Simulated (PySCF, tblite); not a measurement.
**C6H8BF2Si+: geometry, infrared bands and NMR shifts**

Wanted: the infrared bands and NMR shifts of C6H8BF2Si+ (`FC(F)C1=CC=CBC[SiH+]1`), by calculation.

The runs use tblite 0.8.0 and PySCF 2.14.0, with density-fitted response routines of our own; the level of theory stands in each step. All values are computed, except where a source is named. Atoms count from 0, in the outputs and in this text.

## (1) The starting structure

18 atoms, charge 1, multiplicity 1; geometry from: force field or distance geometry start.

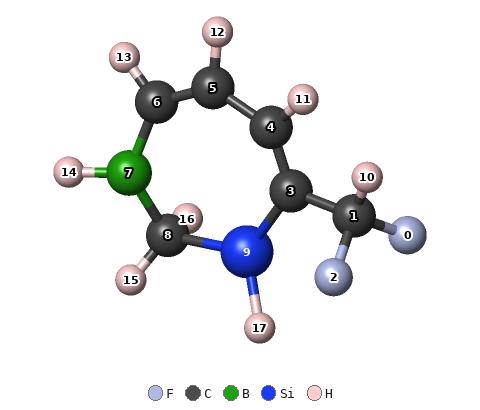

As it starts; fluorine light blue, carbon dark grey, boron green, silicon blue, hydrogen pink, atoms numbered.

## (2) Optimising the geometry with GFN2-xTB

What the job is given:

```
{"job": {"kind": "relax", "xc": "GFN2-xTB", "basis": "xTB"}, "charge": 1, "multiplicity": 1}
F      2.845800    -1.006500    -1.784400
C      2.584500    -0.656800    -0.482900
F      2.713700    -1.847100     0.267200
C      1.197300    -0.181700    -0.248600
C      1.077200     1.032300     0.229200
C     -0.121100     1.790300     0.550500
C     -1.374200     1.508200     0.730300
B     -2.103200     0.145200     0.657300
C     -2.008900    -1.037100    -0.415100
Si    -0.187700    -1.346700    -0.611100
H      3.261900     0.077100    -0.048100
H      1.997300     1.568700     0.387200
H      0.093900     2.857000     0.688100
H     -1.987600     2.361800     0.975700
H     -3.169100     0.151800     1.184000
H     -2.593800    -1.900900    -0.024300
H     -2.345900    -0.697800    -1.406300
H      0.111200    -2.811400    -0.660400
```

The run is started by

```sh
OMP_NUM_THREADS=1 python probes_run.py task.json out
```

This one command runs all jobs of the session in turn.

**Question.** This job is followed by: GFN2-xTB harmonic vibrations, gas phase; GIAO PBE0/pcSseg-1 NMR shielding, non-relativistic, gas phase. What will the session give for the following? strongest single infrared mode (GFN2-xTB); zero-point energy (GFN2-xTB); 13C shifts against TMS (PBE0/pcSseg-1); 1H shifts against TMS (PBE0/pcSseg-1, means over atoms taken as alike); 19F shifts against CFCl3 (PBE0/pcSseg-1, means over atoms taken as alike); 11B shifts against BF3·OEt2 (PBE0/pcSseg-1); 29Si shifts against TMS (PBE0/pcSseg-1).

As calculated:

| quantity | value |
| --- | --- |
| strongest single infrared mode (GFN2-xTB) | 1120 cm⁻¹, 172 km/mol |
| zero-point energy (GFN2-xTB) | 76.4 kcal/mol |
| 13C shifts against TMS (PBE0/pcSseg-1) | 168.8, 158.7, 151.2, 151.1, 124.1, 53.8 ppm |
| 1H shifts against TMS (PBE0/pcSseg-1, means over atoms taken as alike) | 8.99, 8.37, 8.01, 7.63, 7.63, 6.86, 3.99 ppm |
| 19F shifts against CFCl3 (PBE0/pcSseg-1, means over atoms taken as alike) | -99.2 ppm |
| 11B shifts against BF3·OEt2 (PBE0/pcSseg-1) | 68.2 ppm |
| 29Si shifts against TMS (PBE0/pcSseg-1) | 337.7 ppm |

Relaxing lowered the energy by 0.946 eV in 198 steps; the close pair that moved most is C1–F2, from 1.413 to 1.354 Å. All 48 modes are real, so the xTB geometry is a minimum. The strongest single mode, at 1120 cm⁻¹, is carried by B7, C8, H16, H15. GFN2-xTB is a fitted tight-binding method: band positions and strengths are rough. Its intensities can rank the bands wrongly. At PBE0/pcSseg-1: The largest span, 552 ppm, is at Si9, where the paramagnetic term is -870 ppm.
